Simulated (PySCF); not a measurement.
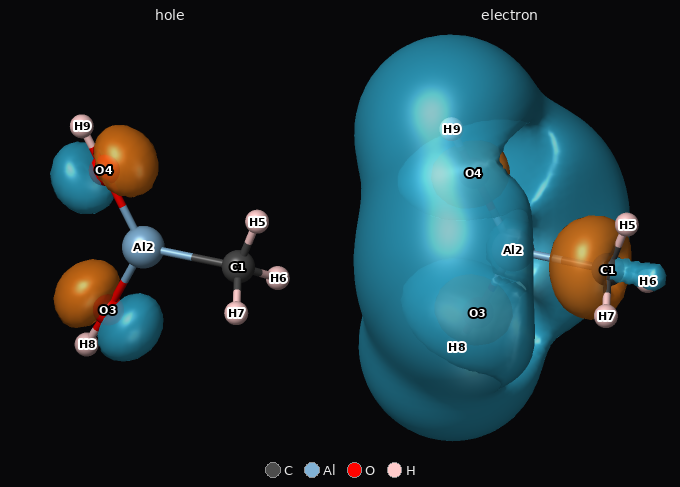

Figure 1: CH5AlO2, SMILES `C[Al](O)O`. Leading natural transition orbital pair of T₂ (full linear response triplet states); the surfaces enclose about 70 % of each orbital's density.

PySCF calculation, B3LYP/6-311+G**, gas phase; geometry: GFN2-xTB. No frequency check shows the geometry to be a minimum.

The calculation's input:

```python
import numpy as np
from pyscf import gto, scf, dft, tdscf
from pyscf.scf import atom_ks, atom_hf
from scipy.linalg import block_diag

def solve(mol, dm0=None, hcore=None):
    mf = (dft.UKS if mol.spin else dft.RKS)(mol, xc='b3lyp')
    mf.grids.level = 3
    mf = mf.density_fit(auxbasis='def2-universal-jkfit')
    mf.conv_tol, mf.max_cycle = 1e-8, 80
    if hcore is not None:
        mf.get_hcore = lambda *args: hcore
    mf.kernel(dm0)
    if not mf.converged:
        mf = mf.newton().run(mf.mo_coeff, mf.mo_occ, max_cycle=30)
    assert mf.converged, 'SCF not converged'
    return mf

mol = gto.M(atom='''
C      1.88393     0.10250    -0.00003
Al    -0.10650    -0.00057    -0.00059
O     -0.78564    -1.50097     0.00026
O     -0.97198     1.40065     0.00025
H      2.23109     1.13239    -0.02186
H      2.30061    -0.41726    -0.86052
H      2.29693    -0.37740     0.88511
H     -1.21275    -2.34361     0.00052
H     -1.47387     2.20090     0.00055
''', basis='6-311+g**', charge=0, spin=0, verbose=4)
mf = solve(mol)
td = mf.TDDFT()
td.nstates, td.singlet, td.conv_tol = 4, False, 1e-5
td.kernel()
td.analyze()
x, y = np.array([p[0] for p in td.xy]), np.array([p[1] + 0 * p[0] for p in td.xy])
f, mu = np.zeros(len(td.e)), np.zeros((len(td.e), 3))
nto = [td.get_nto(state=i + 1, verbose=4) for i in range(len(td.e))]
# spherically averaged free atoms, for the promolecule
atm = atom_ks.get_atm_nrks(mol, xc='b3lyp')
pro = block_diag(*[(atm[a[0]][2] * atm[a[0]][3]) @ atm[a[0]][2].T for a in mol._atom])
np.savez('result.npz', e=td.e, f=f, ok=td.converged, w=[n[0] for n in nto], nto=[n[1] for n in nto], x=x, y=y, c=mf.mo_coeff, occ=mf.mo_occ, eps=mf.mo_energy, pro=pro, mu=mu)
```

Run with:

```sh
OMP_NUM_THREADS=1 python input.py
```

The run took 5 min on 1 thread of Intel(R) Xeon(R) Platinum 8259CL CPU @ 2.50GHz (Skylake/Cascade Lake), with other jobs on the host, peak memory 0.74 GiB.

### Give its energy and the atoms that hole and electron lie on.

6.45 eV (192 nm), spin-forbidden from the singlet ground state, partly diffuse acceptor orbital; the leading pair carries 95 %; hole on O3 (42 %), O4 (41 %) and Al2 (8 %), electron on Al2 (46 %), H8 and H9 (11 % each) and O3 and O4 (9 % each) (atom shares of so diffuse an orbital are rough); their centroids lie 0.2 Å apart. In canonical orbitals it is mainly HOMO−1 → LUMO (92 %). The HOMO–LUMO gap is 7.11 eV.
